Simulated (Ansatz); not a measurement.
# C2H4Si (ethynylsilane) at BHLYP/6-311+G(d,p)

Aim: the electronic atomisation energy of C2H4Si (ethynylsilane) at BHLYP/6-311+G**, from 4 runs. 

The results are computed with Ansatz 0.2.0.

49 further runs of the same task are left out: 7 that didn't finish, 42 set aside as unsound or not needed.

### Step 1. The system as given

The species is C2H4Si (7 atoms), meant as a singlet with charge 0. As SMILES, `C#C[SiH3]`. The shape is that of a PBE0-D4/def2-TZVP optimisation.

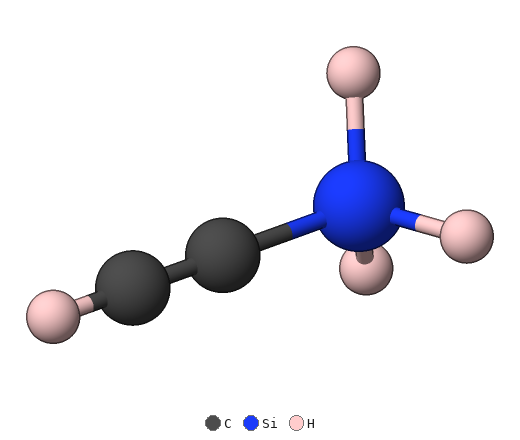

Viewed from a chosen angle; carbon dark grey, silicon blue, hydrogen pink.

### Step 2. A single-point energy at BHLYP/6-311+G(d,p)

File job.yaml:

```yaml
crystal:
  periodic: [false, false, false]
  atoms:
    - {symbol: C, position_ang: [-0.580700, -1.871400, 0.172200]}
    - {symbol: C, position_ang: [-0.218500, -0.726500, 0.062400]}
    - {symbol: Si, position_ang: [0.329800, 1.004300, -0.103800]}
    - {symbol: H, position_ang: [-0.901000, -2.883500, 0.269300]}
    - {symbol: H, position_ang: [-0.094500, 1.528300, -1.425000]}
    - {symbol: H, position_ang: [-0.281700, 1.818100, 0.974900]}
    - {symbol: H, position_ang: [1.807900, 1.062900, 0.004400]}
basis:
  gaussian:
    orbitals: 6-311+G_st__st_-spherical.json
hamiltonian:
  xc: {name: BHLYP}
accuracy: high
output: {orbitals: {seedname: orbitals}}
```

The basis set 6-311+G** is read from a file made from the Basis Set Exchange's data (not shown).

Started as:

```sh
$ ansatz run job.yaml --threads 1 --pin off --max-ram 3480MiB --events-out events.jsonl --progress --plain --runs-dir runs
```

The program printed:

```text
Warning: RAYON_NUM_THREADS=1 ignored (pool sized by the plan → 1); use --threads N
Functional definition: BHLYP
  name "BHLYP"
  parameter a = 0.5
  exchange = (1 - a)*b88_x + a*exact_x
  correlation = lyp_c
1694 factors; integrals over basis functions are off by at most 4.2e-9 eV
mean field evaluation 1: about -10010.6516 eV, gradient 3.7e1 eV
mean field evaluation 2: about -10011.8301 eV, gradient 3.0e1 eV
mean field evaluation 4: about -10014.1609 eV, gradient 3.3e0 eV
mean field evaluation 8: about -10014.1920 eV, gradient 4.2e-2 eV
mean field evaluation 16: about -10014.1920 eV, gradient 3.6e-7 eV
mean field -10014.19201767 eV, -368.0147687863 hartree, gradient 8.7e-8 eV, S^2 0.000000; 0 other end points of the search recorded, 0 dependent functions left out
reference -10014.19204826 eV, -368.0147699102 hartree; 15, 15 occupied and 83, 83 virtual orbitals, 1694 factors
Total energy: -10014.19204826 eV, -368.0147699102 hartree
```

Wall time 5.7 s (1 thread of Arm Neoverse V1, shared host); peak memory 0.25 GiB.

### Step 3. The C atom at the same level

File input.yaml:

```yaml
basis:
  gaussian:
    orbitals: 6-311+G_st__st_.json
crystal:
  periodic: [false, false, false]
  atoms:
    - {symbol: C, position_ang: [0.000000, 0.000000, 0.000000]}
magnetization:
  spin_polarized: true
  initial_magnetization: 2
hamiltonian:
  xc: {name: BHLYP}
accuracy: high
```

The basis set 6-311+G** is read from a file made from the Basis Set Exchange's data (not shown).

Started as:

```sh
$ ansatz run input.yaml --threads 1 --pin off --max-ram 3480MiB --events-out events.jsonl --progress --plain --runs-dir runs
```

The program printed:

```text
Warning: RAYON_NUM_THREADS=1 ignored (pool sized by the plan → 1); use --threads N
[... 5 set-up lines as earlier in the session ...]
169 factors; integrals over basis functions are off by at most 2.6e-9 eV
mean field evaluation 1: about -1029.7162 eV, gradient 4.2e0 eV
mean field evaluation 2: about -1029.8190 eV, gradient 8.3e-1 eV
mean field evaluation 4: about -1029.8251 eV, gradient 2.2e-1 eV
mean field evaluation 8: about -1029.8254 eV, gradient 1.5e-4 eV
mean field -1029.82535387 eV, -37.8453837140 hartree, gradient 6.1e-8 eV, S^2 2.004090; 0 other end points of the search recorded, 0 dependent functions left out
reference -1029.82537162 eV, -37.8453843664 hartree; 4, 2 occupied and 18, 20 virtual orbitals, 169 factors
Total energy: -1029.82537162 eV, -37.8453843664 hartree
```

It took 0.39 s on 1 thread of Arm Neoverse V1, shared host.

### Step 4. The H atom, same level

File job.yaml:

```yaml
crystal:
  periodic: [false, false, false]
  atoms:
    - {symbol: H, position_ang: [0.000000, 0.000000, 0.000000]}
basis:
  gaussian: {orbitals: 6-311+G_st__st_.json}
magnetization: {spin_polarized: true, initial_magnetization: 1}
hamiltonian: {xc: {name: BHLYP}}
accuracy: high
```

The basis set 6-311+G** is read from a file made from the Basis Set Exchange's data (not shown).

Run the same way, it converges to -0.49855 Eh (log not shown).

### Step 5. The Si atom at the same level

File run.yaml:

```yaml
crystal:
  periodic: [false, false, false]
  atoms:
    - {symbol: Si, position_ang: [0.000000, 0.000000, 0.000000]}
basis:
  gaussian: {orbitals: 6-311+G_st__st_-spherical.json}
magnetization: {spin_polarized: true, initial_magnetization: 2}
hamiltonian: {xc: {name: BHLYP}}
accuracy: high
```

The basis set 6-311+G** is read from a file made from the Basis Set Exchange's data (not shown).

Run the same way, it converges to -289.37814 Eh (log not shown).

### Step 6. Results

Level: BHLYP/6-311+G**.

| quantity | value |
| --- | --- |
| molecule: total energy | -368.01477 Eh |
| molecule: HOMO energy | -9.36 eV |
| molecule: LUMO energy | 0.48 eV |
| molecule: HOMO–LUMO gap | 9.84 eV |
| C atom: total energy | -37.84538 Eh |
| C atom: ⟨S²⟩ | 2.004 |
| H atom: total energy | -0.49855 Eh |
| H atom: ⟨S²⟩ | 0.750 |
| Si atom: total energy | -289.37814 Eh |
| Si atom: ⟨S²⟩ | 2.003 |
| electronic atomisation energy | 25.897 eV |

**Reading.** Taking the molecule apart into free atoms costs 25.90 eV (2499 kJ/mol), before zero-point energy and without spin-orbit coupling.
